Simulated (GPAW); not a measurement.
# Cl/Pd(110): simulated STM images

Aim: Tersoff-Hamann images of Cl/Pd(110) at several biases.

Program: GPAW 26.7.0. Level of theory: GPAW, PAW setups; slab in vacuum, relaxation, in the first sound run; inputs show where later runs differ. Results are calculated unless marked as measured.

### 1. Starting point

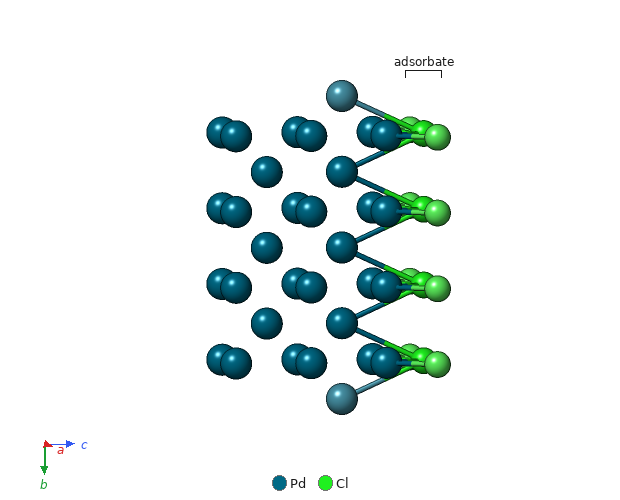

The starting structure, seen from the side, with the c axis across the page (palladium blue, chlorine green). 1×3×1 cells are drawn. Some periodic images of atoms are drawn too.

The cell holds 6 atoms: 5 Pd and 1 Cl. Cell: a = 3.890 Å, b = 2.751 Å, c = 21.120 Å, α = 90.0°, β = 90.0°, γ = 90.0°. Vacuum lies along c.

### 2. Relaxing the atoms

The atoms are relaxed first, since the surface dipole, and with it the work function, follows the positions of the outer layers. The lowest 3 atoms are held at bulk positions and keep their forces.

run.py

```python
import json
import numpy as np
from ase import Atoms
from ase.constraints import FixAtoms
from ase.optimize import BFGS
from gpaw import GPAW, PW

slab = Atoms(
    ['Pd', 'Pd', 'Pd', 'Pd', 'Pd', 'Cl'],
    positions=[
        [0.00000, 0.00000, 7.00000],
        [1.94500, 1.37532, 8.37532],
        [0.00000, 0.00000, 9.75065],
        [1.94500, 1.37532, 11.12597],
        [0.00000, 0.00000, 12.50129],
        [1.94500, 0.00000, 14.12006]],
    cell=[[3.89, 0.0, 0.0], [0.0, 2.75065, 0.0], [0.0, 0.0, 21.12006]],
    pbc=[True, True, False])

slab.calc = GPAW(mode=PW(400), xc='PBE', kpts={'size': (8, 11, 1), 'gamma': True},
                 occupations={'name': 'fermi-dirac', 'width': 0.1}, nbands='160%',
                 convergence={'density': 1e-05}, maxiter=200,
                 poissonsolver={'dipolelayer': 'xy'},
                 symmetry={'tolerance': 1e-3, 'extra_ids': [1, 1, 1, 0, 0, 0]}, txt='slab.txt')
result = {}
slab.set_constraint(FixAtoms([0, 1, 2]))
path = []
opt = BFGS(slab, maxstep=0.2)
opt.attach(lambda: path.append((slab.get_potential_energy(), slab.positions.tolist(), slab.get_forces().tolist())))
result['relaxed'] = bool(opt.run(fmax=0.03, steps=40))
result['path'] = path
energy = slab.get_potential_energy()
fermi = slab.calc.get_fermi_level()
v = slab.calc.get_electrostatic_potential().mean((0, 1)) - fermi
n = slab.calc.get_pseudo_density().mean((0, 1))
L = slab.cell[2, 2]
z = np.arange(len(v)) * L / len(v)
low, high = slab.positions[:, 2].min(), slab.positions[:, 2].max()
below, above = np.interp([low - 4.8, high + 4.8], z, v)
slopes = [np.interp(x, z, np.gradient(v, z)) for x in (low - 4.8, high + 4.8)]
eps = np.array([[slab.calc.get_eigenvalues(k, s) for k in range(len(slab.calc.get_ibz_k_points()))]
                for s in range(slab.calc.get_number_of_spins())]) - fermi
top, bottom = eps[eps < 0].max(), eps[eps > 0].min()
dipole = slab.get_dipole_moment()[2]
print(f'energy {energy:.4f} eV, Fermi level {fermi:.4f} eV, dipole {dipole:.5f} e A')
print(f'potential 4.8 A off the faces, from the Fermi level: lower {below:.4f} eV, upper {above:.4f} eV')
print(f'slope of the potential there: lower {slopes[0]:.5f}, upper {slopes[1]:.5f} eV/A')
print(f'nearest levels on the mesh: {top:.4f} and {bottom:.4f} eV')
print('magnetic moment', round(slab.get_magnetic_moment(), 3))
result.update(energy=energy, fermi=fermi, dipole=dipole, below=below, above=above, slopes=slopes, edges=[top, bottom],
              z=z.tolist(), v=v.tolist(), n=n.tolist(), positions=slab.positions.tolist(),
              forces=slab.get_forces(apply_constraint=False).tolist(), moments=slab.get_magnetic_moments().tolist())
json.dump(result, open('result.json', 'w'))
```

The run is started by

```console
> OMP_NUM_THREADS=1 OPENBLAS_NUM_THREADS=1 python run.py
```

Log:

```text
Step          Energy          fmax
BFGS:    0      -19.836463        0.754646
BFGS:    1      -19.845156        0.680975
BFGS:    2      -19.884867        0.193272
BFGS:    3      -19.885617        0.172025
BFGS:    4      -19.889752        0.093767
BFGS:    5      -19.890436        0.097484
BFGS:    6      -19.891081        0.106202
BFGS:    7      -19.891806        0.103803
BFGS:    8      -19.893056        0.076673
BFGS:    9      -19.893787        0.036164
BFGS:   10      -19.894041        0.011583
energy -19.7201 eV, Fermi level 0.3806 eV, dipole -0.05221 e A
potential 4.8 A off the faces, from the Fermi level: lower 4.8873 eV, upper 5.7705 eV
slope of the potential there: lower -0.00034, upper 0.00010 eV/A
nearest levels on the mesh: -0.0071 and 0.0124 eV
magnetic moment 0.0
```

It took 30 min on 1 thread of Intel Xeon Platinum 8375C at 2.90GHz (Ice Lake), shared host; peak memory 0.35 GiB.

The steps of the relaxation:

| step | energy less that of the first step (eV) | largest force (eV/Å) |
| --- | --- | --- |
| 1 | 0.0000 | 0.7546 |
| 2 | -0.0094 | 0.6810 |
| 3 | -0.0551 | 0.1933 |
| 4 | -0.0557 | 0.1720 |
| 5 | -0.0592 | 0.0938 |
| 6 | -0.0600 | 0.0975 |
| 7 | -0.0609 | 0.1062 |
| 8 | -0.0617 | 0.1038 |
| 9 | -0.0630 | 0.0767 |
| 10 | -0.0635 | 0.0362 |
| 11 | -0.0634 | 0.0116 |

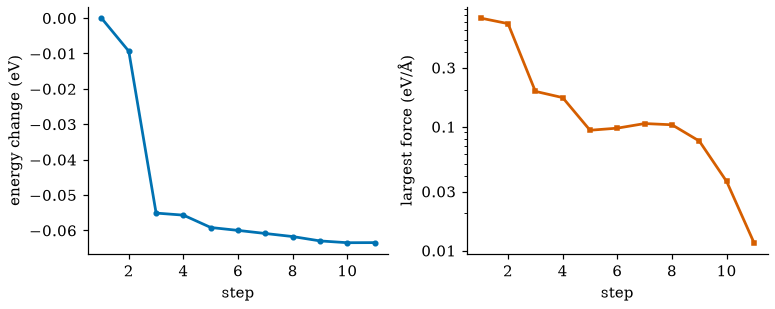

Energy and largest force along the relaxation.

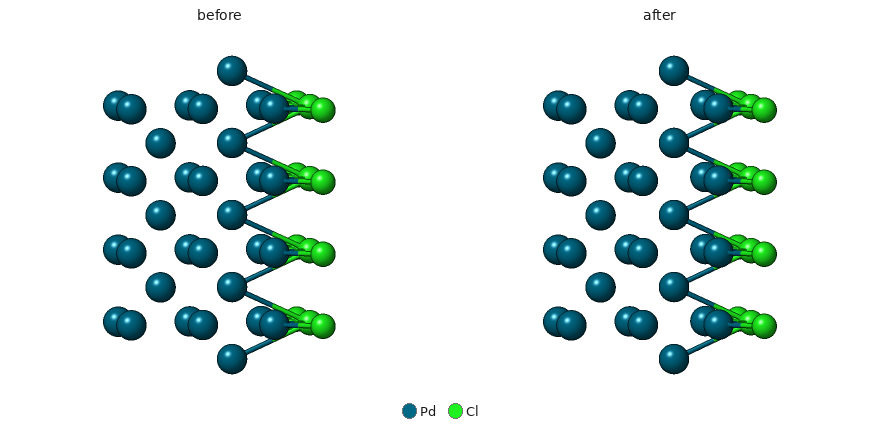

The structure before and after the relaxation, drawn at the same scale.

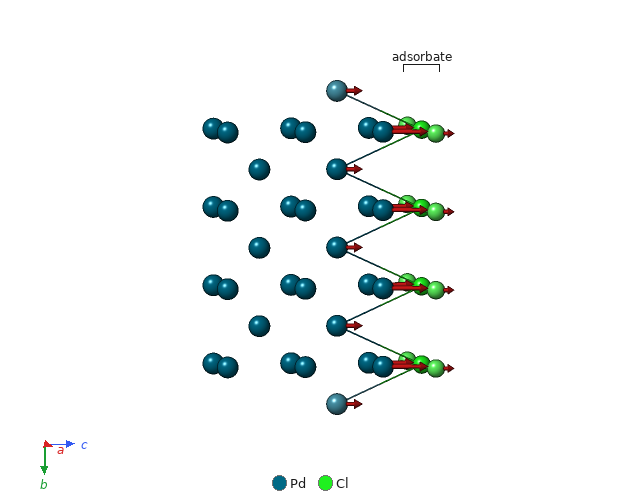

Displacements in the relaxation, exaggerated; the longest in the cell stands for 0.16 Å. 1×3×1 cells are drawn. Some periodic images of atoms are drawn too.

The atoms that moved most (Å):

| atom | dx | dy | dz | length |
| --- | --- | --- | --- | --- |
| Pd5 | 0.000 | 0.000 | 0.163 | 0.163 |
| Pd4 | 0.000 | 0.000 | 0.075 | 0.075 |
| Cl6 | 0.000 | 0.000 | 0.050 | 0.050 |

Final coordinates:

```xyz
6
Lattice="3.8900 0.0000 0.0000 0.0000 2.7506 0.0000 0.0000 0.0000 21.1201" Properties=species:S:1:pos:R:3
Pd    0.0000    0.0000    7.0000
Pd    1.9450    1.3753    8.3753
Pd    0.0000    0.0000    9.7507
Pd    1.9450    1.3753   11.2014
Pd    0.0000    0.0000   12.6639
Cl    1.9450    0.0000   14.1696
```

This step gave:

| Item | Value |
| --- | --- |
| dipole along the normal | -0.05221 e·Å |
| levels nearest the Fermi level on the mesh | -0.007079, 0.01235 eV from the Fermi level |
| upper work function | 5.771 eV |
| lower work function | 4.887 eV |

The electrostatic potential energy of an electron (without an applied field's), less the Fermi level, planar mean oscillates, so the rows of the table below give means over windows of 1.45 Å about each position, cut where the curve ends. Its maxima inside the range that stand out by 2 % of the span (Å: eV): 7.7: -5.53, 9.1: -5.87, 10.5: -4.66, 12.0: -4.64, 13.5: -2.53. Its minima: 7.0: -12.6, 8.4: -13.2, 9.7: -13.1, 11.2: -13.0, 12.6: -12.9, 14.1: -14.1.

Electrostatic potential energy of an electron (without an applied field's), less the Fermi level, planar mean against z; means over each step:

| z (Å) | electrostatic potential energy of an electron (without an applied field's), less the Fermi level, planar mean (eV) |
| --- | --- |
| 0.72 | 4.94 |
| 2.17 | 4.89 |
| 3.62 | 4.88 |
| 5.07 | 4.56 |
| 6.52 | -4.75 |
| 7.97 | -9.31 |
| 9.42 | -9.38 |
| 10.87 | -8.69 |
| 12.32 | -8.64 |
| 13.77 | -7.57 |
| 15.22 | 3.03 |
| 16.67 | 5.75 |
| 18.12 | 5.77 |
| 19.57 | 5.77 |

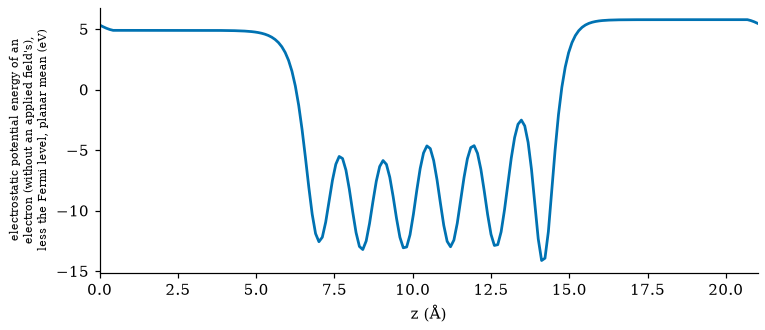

Electrostatic potential energy of an electron (without an applied field's), less the Fermi level, planar mean against z.

The pseudo valence density, planar mean oscillates, so the rows of the table below give means over windows of 1.4 Å about each position, cut where the curve ends. Its maxima inside the range that stand out by 2 % of the span (Å: e/Å³): 7.1: 1.63, 8.4: 1.76, 9.7: 1.74, 11.2: 1.75, 12.7: 1.71, 13.8: 0.480. Its minima: 7.8: 0.573, 9.1: 0.551, 10.6: 0.515, 11.9: 0.503, 13.4: 0.429.

Pseudo valence density, planar mean against z; means over each step:

| z (Å) | pseudo valence density, planar mean (e/Å³) |
| --- | --- |
| 2.10 | 5.5e-6 |
| 3.50 | 2.0e-4 |
| 4.90 | 0.00800 |
| 6.30 | 0.533 |
| 7.70 | 1.09 |
| 9.10 | 1.09 |
| 10.50 | 1.01 |
| 11.90 | 0.994 |
| 13.30 | 0.783 |
| 14.70 | 0.284 |
| 16.10 | 0.00963 |
| 17.50 | 8.6e-5 |

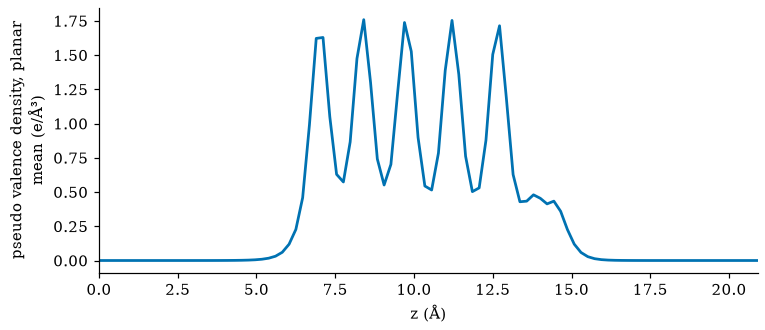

Pseudo valence density, planar mean against z.

The relaxation lowered the energy of the cell by 0.0634 eV (energies extrapolated to zero smearing; the optimiser's log prints free energies). The largest force left on a free atom is 0.012 eV/Å.

### 3. The slab's potential

With the geometry fixed, the planar mean of the potential gives the vacuum level on each side.

This step: GPAW, PAW setups; slab in vacuum (GPAW 26.7.0).

Changes to run.py since step 2:

```diff
@@ -3,4 +3,3 @@
 from ase import Atoms
-from ase.constraints import FixAtoms
-from ase.optimize import BFGS
+from ase.dft.stm import STM
 from gpaw import GPAW, PW
@@ -13,5 +12,5 @@
         [0.00000, 0.00000, 9.75065],
-        [1.94500, 1.37532, 11.12597],
-        [0.00000, 0.00000, 12.50129],
-        [1.94500, 0.00000, 14.12006]],
+        [1.94500, 1.37532, 11.20141],
+        [-0.00000, 0.00000, 12.66392],
+        [1.94500, 0.00000, 14.16962]],
     cell=[[3.89, 0.0, 0.0], [0.0, 2.75065, 0.0], [0.0, 0.0, 21.12006]],
@@ -23,10 +22,4 @@
                  poissonsolver={'dipolelayer': 'xy'},
-                 symmetry={'tolerance': 1e-3, 'extra_ids': [1, 1, 1, 0, 0, 0]}, txt='slab.txt')
+                 symmetry={'tolerance': 1e-3}, txt='slab.txt')
 result = {}
-slab.set_constraint(FixAtoms([0, 1, 2]))
-path = []
-opt = BFGS(slab, maxstep=0.2)
-opt.attach(lambda: path.append((slab.get_potential_energy(), slab.positions.tolist(), slab.get_forces().tolist())))
-result['relaxed'] = bool(opt.run(fmax=0.03, steps=40))
-result['path'] = path
 energy = slab.get_potential_energy()
@@ -52,2 +45,16 @@
               forces=slab.get_forces(apply_constraint=False).tolist(), moments=slab.get_magnetic_moments().tolist())
+
+# Images need the states of the whole zone, up to time reversal
+slab.calc = slab.calc.fixed_density(symmetry={'point_group': False}, txt='states.txt', nbands='220%',
+                                    convergence={'bands': 'CBM+0.8'})
+stm = STM(slab)
+result['stm'] = []
+for bias in [-0.5, 0.5]:
+    height = high + 3.5
+    current = stm.get_averaged_current(bias, height)
+    x, y, h = stm.scan(bias, current)
+    i, f = divmod(height / L * stm.ldos.shape[2], 1)
+    I = abs((1 - f) * stm.ldos[:, :, int(i)] + f * stm.ldos[:, :, int(i) + 1])
+    print(f'bias {bias} V: mean current at 3.5 A {current:.4e}, corrugation {np.ptp(h):.4f} A')
+    result['stm'].append(dict(bias=bias, current=current, h=(h - high).tolist(), I=I.tolist()))
 json.dump(result, open('result.json', 'w'))
```

Log:

```text
energy -19.7201 eV, Fermi level 0.3806 eV, dipole -0.05223 e A
potential 4.8 A off the faces, from the Fermi level: lower 4.8873 eV, upper 5.7702 eV
slope of the potential there: lower -0.00037, upper 0.00000 eV/A
nearest levels on the mesh: -0.0071 and 0.0123 eV
magnetic moment 0.0
bias -0.5 V: mean current at 3.5 A 2.6707e-06, corrugation 0.3750 A
bias 0.5 V: mean current at 3.5 A 1.9147e-06, corrugation 0.3558 A
```

Run time: 8.2 min. Hardware: 1 thread; peak memory 0.72 GiB.

Numbers from this step:

* dipole along the normal: -0.05223 e·Å
* levels nearest the Fermi level on the mesh: -0.007101, 0.01233 eV from the Fermi level
* upper work function: 5.770 eV
* corrugation -0.5: 0.3750 Å
* corrugation 0.5: 0.3558 Å

The electrostatic potential energy of an electron (without an applied field's), less the Fermi level, planar mean oscillates, so the rows of the table below give means over windows of 1.45 Å about each position, cut where the curve ends. Its maxima inside the range that stand out by 2 % of the span (Å: eV): 7.7: -5.53, 9.1: -5.87, 10.5: -4.66, 12.0: -4.64, 13.5: -2.53. Its minima: 7.0: -12.6, 8.4: -13.2, 9.7: -13.1, 11.2: -13.0, 12.6: -12.9, 14.1: -14.1.

Table of electrostatic potential energy of an electron (without an applied field's), less the Fermi level, planar mean by z; means over each step:

(Unchanged from step 2.)

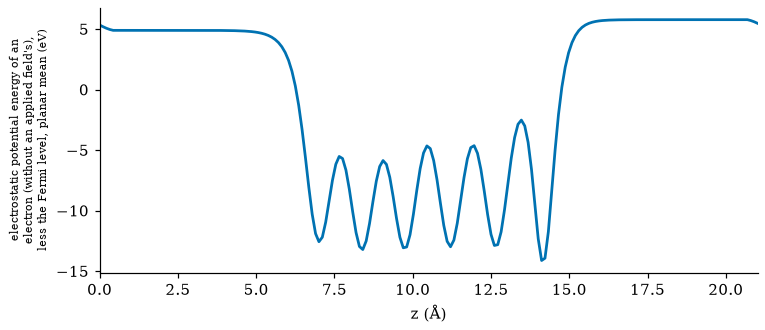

Electrostatic potential energy of an electron (without an applied field's), less the Fermi level, planar mean against z.

The pseudo valence density, planar mean oscillates, so the rows of the table below give means over windows of 1.4 Å about each position, cut where the curve ends. Its maxima inside the range that stand out by 2 % of the span (Å: e/Å³): 7.1: 1.63, 8.4: 1.76, 9.7: 1.74, 11.2: 1.75, 12.7: 1.71, 13.8: 0.480. Its minima: 7.8: 0.573, 9.1: 0.551, 10.6: 0.515, 11.9: 0.503, 13.4: 0.429.

The pseudo valence density, planar mean by z; means over each step:

| z (Å) | pseudo valence density, planar mean (e/Å³) |
| --- | --- |
| 2.10 | 5.7e-6 |
| 3.50 | 2.0e-4 |
| 4.90 | 0.00800 |
| 6.30 | 0.533 |
| 7.70 | 1.09 |
| 9.10 | 1.09 |
| 10.50 | 1.01 |
| 11.90 | 0.994 |
| 13.30 | 0.783 |
| 14.70 | 0.284 |
| 16.10 | 0.00963 |
| 17.50 | 8.6e-5 |

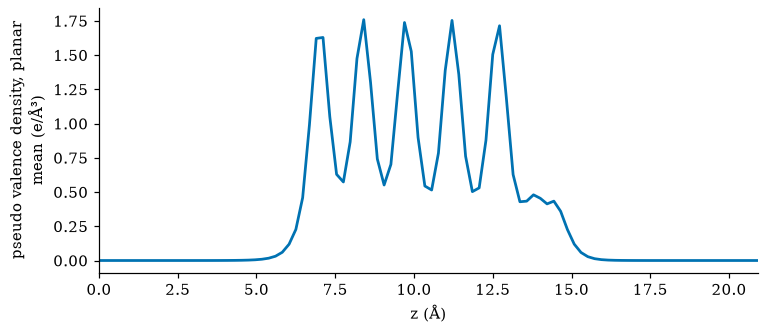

Pseudo valence density, planar mean, plotted against z.

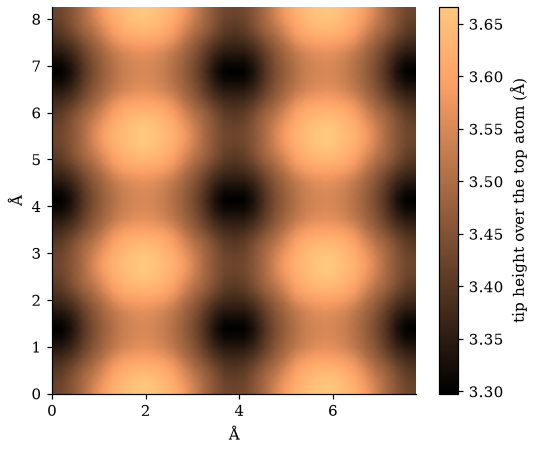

Tip height over the top atom over a1 and a2. Sample bias -0.5 V, constant current at the mean current 3.5 Å over the top atom. The cell is repeated, with its origin at the lower left corner.

(Continued in part 2 of 2.)

[Logs are printed without paths, hosts, clocks, repeated set-up lines and the standing remarks that a program may print on its own settings, such as how far it seeks lower states.]

[Hosts, paths, dates, database ids (printed as entryN), source tags and the programs' standing remarks are cut or masked in the printed files.]
